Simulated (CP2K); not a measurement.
# triplet AgF: levels of theory compared

We compute a comparison of 3 runs (UBLYP-D3(BJ)/DZVP-MOLOPT-SR-GTH, U-revPBE-D3(BJ)/TZV2P-MOLOPT-PBE-GTH, UPBE/TZV2P-MOLOPT-PBE-GTH) of triplet AgF. 

Program for the calculation: CP2K 2026.2.

### 1 The structure to begin with

The species is AgF (2 atoms), meant as a triplet with charge 0. As SMILES of the parent species, `[F][Ag]`. The shape is that of a PBE0-D4/def2-TZVP optimisation. That shape belongs to the parent species and isn't relaxed for this state.

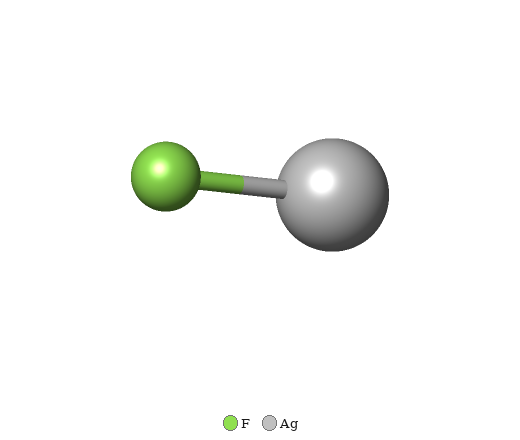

The structure, seen from a chosen angle (fluorine green, silver light grey).

### 2 A single-point energy at UBLYP-D3(BJ)/DZVP-MOLOPT-SR-GTH (core potential) (run 1)

Contents of calc.inp:

```
&FORCE_EVAL
  METHOD QUICKSTEP
  &DFT
    BASIS_SET_FILE_NAME BASIS_MOLOPT
    POTENTIAL_FILE_NAME GTH_POTENTIALS
    MULTIPLICITY 3
    UKS T
    &QS
      METHOD GPW
      EPS_DEFAULT 1.0E-10
    &END QS
    &MGRID
      CUTOFF 400
      REL_CUTOFF 50
      NGRIDS 4
    &END MGRID
    &POISSON
      PERIODIC NONE
      POISSON_SOLVER MULTIPOLE
    &END POISSON
    &SCF
      SCF_GUESS ATOMIC
      EPS_SCF 1.0E-06
      MAX_SCF 150
      ADDED_MOS 10
      &DIAGONALIZATION
        ALGORITHM STANDARD
      &END DIAGONALIZATION
      &MIXING
        METHOD BROYDEN_MIXING
        ALPHA 0.4
        NBUFFER 8
      &END MIXING
    &END SCF
    &XC
      &XC_FUNCTIONAL BLYP
      &END XC_FUNCTIONAL
      &VDW_POTENTIAL
        POTENTIAL_TYPE PAIR_POTENTIAL
        &PAIR_POTENTIAL
          TYPE DFTD3(BJ)
          PARAMETER_FILE_NAME dftd3.dat
          REFERENCE_FUNCTIONAL BLYP
          R_CUTOFF 15
        &END PAIR_POTENTIAL
      &END VDW_POTENTIAL
    &END XC
    &PRINT
      &MOMENTS
        PERIODIC F
        REFERENCE COM
        MAX_MOMENT 1
      &END MOMENTS
      &MO ON
        ENERGIES T
        OCCUPATION_NUMBERS T
        NDIGITS 6
        &EACH
          QS_SCF 0
        &END EACH
        ADD_LAST NUMERIC
      &END MO
      &HIRSHFELD OFF
      &END HIRSHFELD
    &END PRINT
  &END DFT
  &SUBSYS
    &CELL
      ABC 8.7 7.6 7.8
      PERIODIC NONE
    &END CELL
    &COORD
      UNIT bohr
      F      1.6251645    -0.6317354     0.8042674
      Ag    -1.5694175     0.5179739    -0.7965196
    &END COORD
    &TOPOLOGY
      &CENTER_COORDINATES
      &END CENTER_COORDINATES
    &END TOPOLOGY
    &KIND F
      BASIS_SET DZVP-MOLOPT-SR-GTH-q7
      POTENTIAL GTH-BLYP-q7
    &END KIND
    &KIND Ag
      BASIS_SET DZVP-MOLOPT-SR-GTH-q11
      POTENTIAL GTH-BLYP-q11
    &END KIND
  &END SUBSYS
&END FORCE_EVAL

&GLOBAL
  PROJECT_NAME calc
  RUN_TYPE ENERGY
  PRINT_LEVEL MEDIUM
&END GLOBAL
```

The run is started by

```
$ OMP_NUM_THREADS=1 cp2k.psmp calc.inp > calc.out
```

What it wrote:

```text
CP2K| version string:                                       CP2K version 2026.2
[...]
 GLOBAL| Method name                                                        CP2K
[...]
 GLOBAL| Run type                                                         ENERGY
[...]
 DFT| Spin unrestricted (spin-polarized) Kohn-Sham calculation               UKS
 DFT| Multiplicity                                                             3
[...]
 DFT| Charge                                                                   0
[...]
 FUNCTIONAL| BECKE88:
 FUNCTIONAL| LYP:
[...]
 QS| Method:                                                                 GPW
[...]
 QS| Density cutoff [a.u.]:                                                200.0
[...]
 QS| Relative density cutoff [a.u.]:                                        25.0
[...]
                             - Atoms:                                          2
[...]
                             - Spherical basis functions:                     38
[...]
 Number of electrons:                                                         10
[...]
     1 NoMix/Diag. 0.40E+00    0.8     0.47075705       -60.9615215051 -6.10E+01
[...]
    75 Broy./Diag. 0.40E+00    1.1     0.00000098       -60.9355752368  8.77E-06
  *** SCF run converged in    75 steps ***
[...]
  Overlap energy of the core charge distribution:               0.00000001439516
  Self energy of the core charge distribution:               -124.52336522297131
  Core Hamiltonian energy:                                     38.15326909242848
  Hartree energy:                                              35.67871532255432
  Exchange-correlation energy:                                -10.24308460473447
  Dispersion energy:                                           -0.00110983847639
  Total energy:                                               -60.93557523680420
[...]
  Ideal and single determinant S**2 :                    2.000000       2.001854
[...]
                     Mulliken Population Analysis
 #  Atom  Element  Kind  Atomic population (alpha,beta) Net charge  Spin moment
       1     F        1         3.887965     3.424570    -0.312535     0.463395
       2     Ag       2         6.112035     4.575430     0.312535     1.536605
 # Total charge and spin       10.000000     8.000000    -0.000000     2.000000
[...]
  Dipole moment [Debye]
    X= -0.1180244E+01 Y=  0.4189609E+00 Z= -0.5771549E+00  Total=      1.3789891
 ENERGY| Total FORCE_EVAL ( QS ) energy [hartree]            -60.935575236804198
[...]
```

Run time: 86 s. Hardware: 1 thread of Arm Neoverse V1, shared host; peak memory 1.2 GiB.

### 3 The energy at U-revPBE-D3(BJ)/TZV2P-MOLOPT-PBE-GTH (core potential) (run 2)

Contents of qs.inp:

```
&GLOBAL
   PROJECT_NAME qs
   RUN_TYPE ENERGY
   PRINT_LEVEL MEDIUM
&END GLOBAL
&FORCE_EVAL
   METHOD QS
   &DFT
      BASIS_SET_FILE_NAME BASIS_MOLOPT_UZH
      POTENTIAL_FILE_NAME POTENTIAL_UZH
      CHARGE 0
      MULTIPLICITY 3
      SPIN_POLARIZED T
      ! Quickstep
      &QS
         METHOD GPW
         EPS_DEFAULT 1.0E-10
      &END QS
      ! real-space grids
      &MGRID
         CUTOFF 400
         REL_CUTOFF 50
         NGRIDS 4
      &END MGRID
      &POISSON
         PERIODIC NONE
         POISSON_SOLVER MULTIPOLE
      &END POISSON
      &SCF
         SCF_GUESS ATOMIC
         EPS_SCF 1.0E-06
         MAX_SCF 30
         &OT ON
            MINIMIZER DIIS
            PRECONDITIONER FULL_ALL
         &END OT
         &OUTER_SCF
            EPS_SCF 1.0E-06
            MAX_SCF 5
         &END OUTER_SCF
      &END SCF
      &XC
         &XC_FUNCTIONAL
            &PBE
               PARAMETRIZATION REVPBE
            &END PBE
         &END XC_FUNCTIONAL
         &VDW_POTENTIAL
            POTENTIAL_TYPE PAIR_POTENTIAL
            &PAIR_POTENTIAL
               TYPE DFTD3(BJ)
               PARAMETER_FILE_NAME dftd3.dat
               REFERENCE_FUNCTIONAL revPBE
               R_CUTOFF 15
            &END PAIR_POTENTIAL
         &END VDW_POTENTIAL
      &END XC
      &PRINT
         &MOMENTS
            PERIODIC F
            REFERENCE COM
            MAX_MOMENT 1
         &END MOMENTS
         &MO_CUBES
            NLUMO 3
            NHOMO -1
            WRITE_CUBE F
         &END MO_CUBES
         &HIRSHFELD OFF
         &END HIRSHFELD
      &END PRINT
   &END DFT
   &SUBSYS
      &CELL
         ABC [angstrom] 8.7 7.6 7.8
         PERIODIC NONE
      &END CELL
      &COORD
         F      0.860000    -0.334300     0.425600
         Ag    -0.830500     0.274100    -0.421500
      &END COORD
      &TOPOLOGY
         &CENTER_COORDINATES
         &END CENTER_COORDINATES
      &END TOPOLOGY
      &KIND F
         BASIS_SET TZV2P-MOLOPT-PBE-GTH-q7
         POTENTIAL GTH-PBE-q7
      &END KIND
      &KIND Ag
         BASIS_SET TZV2P-MOLOPT-PBE-GTH-q11
         POTENTIAL GTH-PBE-q11
      &END KIND
   &END SUBSYS
&END FORCE_EVAL
```

The run is started by

```
$ OMP_NUM_THREADS=1 cp2k.psmp qs.inp > qs.out
```

What it wrote:

```text
CP2K| version string:                                       CP2K version 2026.2
[...]
 GLOBAL| Method name                                                        CP2K
[...]
 GLOBAL| Run type                                                         ENERGY
[...]
 DFT| Spin unrestricted (spin-polarized) Kohn-Sham calculation               UKS
 DFT| Multiplicity                                                             3
[...]
 DFT| Charge                                                                   0
[...]
 FUNCTIONAL| PBE:
[...]
 QS| Method:                                                                 GPW
[...]
 QS| Density cutoff [a.u.]:                                                200.0
[...]
 QS| Relative density cutoff [a.u.]:                                        25.0
[...]
                             - Atoms:                                          2
[...]
                             - Spherical basis functions:                     70
[...]
 Number of electrons:                                                         10
[...]
     1 OT DIIS     0.15E+00    1.0     0.03184750       -61.0237576519 -6.10E+01
[...]
     9 OT DIIS     0.15E+00    1.0     0.00000046       -61.2478603127 -9.92E-10
  *** SCF run converged in     9 steps ***
[...]
  Overlap energy of the core charge distribution:               0.00000001717771
  Self energy of the core charge distribution:               -123.96349632911135
  Core Hamiltonian energy:                                     38.05347885237518
  Hartree energy:                                              35.03094364358599
  Exchange-correlation energy:                                -10.36760407860480
  Dispersion energy:                                           -0.00118241807696
  Total energy:                                               -61.24786031265423
[...]
                     Mulliken Population Analysis
 #  Atom  Element  Kind  Atomic population (alpha,beta) Net charge  Spin moment
       1     F        1         3.897525     3.423560    -0.321085     0.473965
       2     Ag       2         6.102475     4.576440     0.321085     1.526035
 # Total charge and spin       10.000000     8.000000     0.000000     2.000000
[...]
  Dipole moment [Debye]
    X= -0.1096705E+01 Y=  0.3943981E+00 Z= -0.5481233E+00  Total=      1.2879249
[...]
 WARNING : did not converge in ot_eigensolver
 number of iterations          299  exceeded maximum
 current gradient / target gradient   9.6187466613382704E-005  /    1.0000000000000001E-005
[...]
 HOMO - LUMO gap [eV] :    0.828208
 ENERGY| Total FORCE_EVAL ( QS ) energy [hartree]            -61.247860312654232
[...]
```

Wall time 43 s (1 thread of Arm Neoverse V1, shared host); peak memory 0.6 GiB.

### 4 The energy at UPBE/TZV2P-MOLOPT-PBE-GTH (core potential) (run 3)

Contents of molecule.inp:

```
&GLOBAL
 PROJECT_NAME molecule
 RUN_TYPE ENERGY
 PRINT_LEVEL MEDIUM
&END GLOBAL

&FORCE_EVAL
 METHOD Quickstep
 &DFT
  BASIS_SET_FILE_NAME BASIS_MOLOPT_UZH
  POTENTIAL_FILE_NAME POTENTIAL_UZH
  CHARGE 0
  MULTIPLICITY 3
  UKS T
  ! Quickstep
  &QS
   METHOD GPW
   EPS_DEFAULT 1.0E-10
  &END QS
  ! plane-wave cutoff in Ry
  &MGRID
   CUTOFF 400
   REL_CUTOFF 50
   NGRIDS 4
  &END MGRID
  &POISSON
   PERIODIC NONE
   POISSON_SOLVER MULTIPOLE
  &END POISSON
  &SCF
   SCF_GUESS ATOMIC
   EPS_SCF 1.0E-06
   MAX_SCF 40
   &OT ON
    MINIMIZER DIIS
    PRECONDITIONER FULL_ALL
   &END OT
   &OUTER_SCF
    EPS_SCF 1.0E-06
    MAX_SCF 8
   &END OUTER_SCF
  &END SCF
  ! exchange and correlation
  &XC
   &XC_FUNCTIONAL PBE
   &END XC_FUNCTIONAL
  &END XC
  &PRINT
   &MOMENTS
    PERIODIC F
    REFERENCE COM
    MAX_MOMENT 1
   &END MOMENTS
   &MO_CUBES
    NLUMO 5
    NHOMO -1
    WRITE_CUBE F
   &END MO_CUBES
   &HIRSHFELD OFF
   &END HIRSHFELD
  &END PRINT
 &END DFT
 ! atoms, cell and kinds
 &SUBSYS
  &CELL
   ABC [angstrom] 8.7 7.6 7.8
   PERIODIC NONE
  &END CELL
  &COORD
   F      5.195250     3.495800     4.323550
   Ag     3.504750     4.104200     3.476450
  &END COORD
  &KIND F
   BASIS_SET TZV2P-MOLOPT-PBE-GTH-q7
   POTENTIAL GTH-PBE-q7
  &END KIND
  &KIND Ag
   BASIS_SET TZV2P-MOLOPT-PBE-GTH-q11
   POTENTIAL GTH-PBE-q11
  &END KIND
 &END SUBSYS
&END FORCE_EVAL
```

The run is started by

```
$ OMP_NUM_THREADS=1 cp2k.psmp -i molecule.inp -o molecule.out
```

What it wrote:

```text
CP2K| version string:                                       CP2K version 2026.2
[...]
 GLOBAL| Method name                                                        CP2K
[...]
 GLOBAL| Run type                                                         ENERGY
[...]
 DFT| Spin unrestricted (spin-polarized) Kohn-Sham calculation               UKS
 DFT| Multiplicity                                                             3
[...]
 DFT| Charge                                                                   0
[...]
 FUNCTIONAL| PBE:
 QS| Method:                                                                 GPW
[...]
 QS| Density cutoff [a.u.]:                                                200.0
[...]
 QS| Relative density cutoff [a.u.]:                                        25.0
[...]
                             - Atoms:                                          2
[...]
                             - Spherical basis functions:                     70
[...]
 Number of electrons:                                                         10
[...]
     1 OT DIIS     0.15E+00    1.0     0.03155677       -60.9747763951 -6.10E+01
[...]
     7 OT DIIS     0.15E+00    1.0     0.00000076       -61.1975419947 -6.20E-09
  *** SCF run converged in     7 steps ***
[...]
  Overlap energy of the core charge distribution:               0.00000001717771
  Self energy of the core charge distribution:               -123.96349632911135
  Core Hamiltonian energy:                                     38.00099384093969
  Hartree energy:                                              35.07292789726132
  Exchange-correlation energy:                                -10.30796742101433
  Total energy:                                               -61.19754199474695
[...]
                     Mulliken Population Analysis
 #  Atom  Element  Kind  Atomic population (alpha,beta) Net charge  Spin moment
       1     F        1         3.896924     3.427788    -0.324712     0.469136
       2     Ag       2         6.103076     4.572212     0.324712     1.530864
 # Total charge and spin       10.000000     8.000000     0.000000     2.000000
[...]
  Dipole moment [Debye]
    X= -0.1134173E+01 Y=  0.4085325E+00 Z= -0.5680452E+00  Total=      1.3326371
[...]
 WARNING : did not converge in ot_eigensolver
 number of iterations          299  exceeded maximum
 current gradient / target gradient   1.4168387703023636E-004  /    1.0000000000000001E-005
[...]
 HOMO - LUMO gap [eV] :    0.780575
 ENERGY| Total FORCE_EVAL ( QS ) energy [hartree]            -61.197541994746949
[...]
```

Wall time 51 s (1 thread of Arm Neoverse V1, shared host); peak memory 0.59 GiB.

### 5 The series

```
run                                                  level  core potential  iteration cap  energy (Eh)  dipole moment (D)  HOMO energy (eV)  dispersion energy (kJ/mol)  wall time
  1       UBLYP-D3(BJ)/DZVP-MOLOPT-SR-GTH (core potential)        GTH-BLYP            150   -60.935575               1.38             -4.91                       -2.91       86 s
  2  U-revPBE-D3(BJ)/TZV2P-MOLOPT-PBE-GTH (core potential)         GTH-PBE             30   -61.247860               1.29             -5.04                       -3.10       43 s
  3             UPBE/TZV2P-MOLOPT-PBE-GTH (core potential)         GTH-PBE             40   -61.197542               1.33             -5.10                           –       51 s
```

### 6 What came out

| quantity | value |
| --- | --- |
| run 3: total energy | -61.19754 Eh |
| run 3: dipole moment | 1.33 D |
| run 3: HOMO energy (highest over α and β) | -5.10 eV |
| run 3: ⟨S²⟩ | 2.002 |

In words: The dipole moment (its size) runs from 1.29 D (U-revPBE-D3(BJ)/TZV2P-MOLOPT-PBE-GTH) to 1.38 D (UBLYP-D3(BJ)/DZVP-MOLOPT-SR-GTH). The two ends differ in method and basis. Totals of different functionals can't be ranked against each other. All runs together took 3 min, the longest 86 s.
